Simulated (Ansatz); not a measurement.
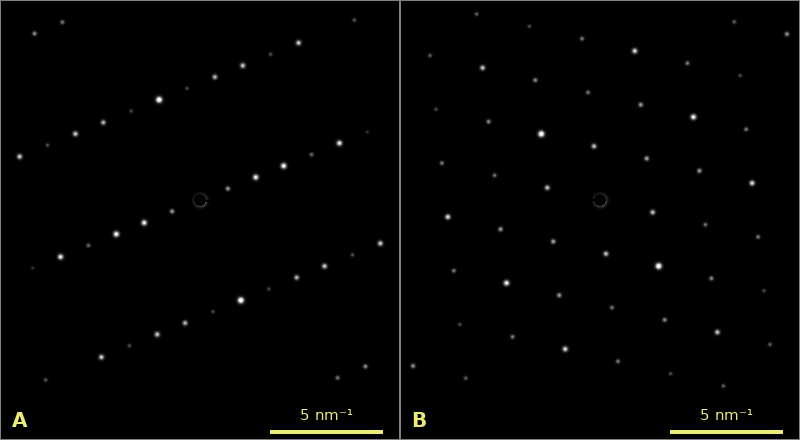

Kinematic electron diffraction patterns (200 kV, B = 0.5 Å², same scale, each along a low-index zone) of two structures of composition HgSb2, each relaxed at zero pressure with DFT r2SCAN, scalar-relativistic, plane waves, PAW (Ansatz 0.2.0).

The structures (standard cells):
1. Fm-3m (No. 225), a = 7.112 Å, 12 atoms; generated start, possibly hypothetical
2. P6_3/mmc (No. 194), a = 4.104 Å, c = 14.756 Å (hexagonal axes), 6 atoms; generated start, possibly hypothetical

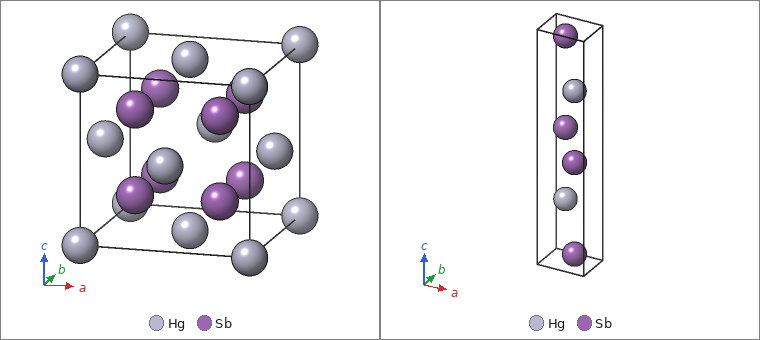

Drawings of the structures 1 to 2, from left to right (each may span several cells).

> Which pattern belongs to which structure, and along which zone?

A is structure 2 along [210] or an equivalent direction: rectangular net of 0 0 2 at d = 7.38 Å and 1 -2 0 at d = 2.05 Å, 90.0° apart (some points of this net are extinct or too weak to see). B is structure 1 along [110] or an equivalent direction: centred rectangular net of -1 1 -1 at d = 4.11 Å and -1 1 1 at d = 4.11 Å, 70.5° apart.

> Rank the structures by their computed energy.

Structure 2 (P6_3/mmc, 35.88 Å³ an atom) is the lowest of these; structure 1 (Fm-3m, 29.98 Å³ an atom) lies about 350 meV an atom higher. These are static energies at 0 K; other structures, not shown, may lie lower still.
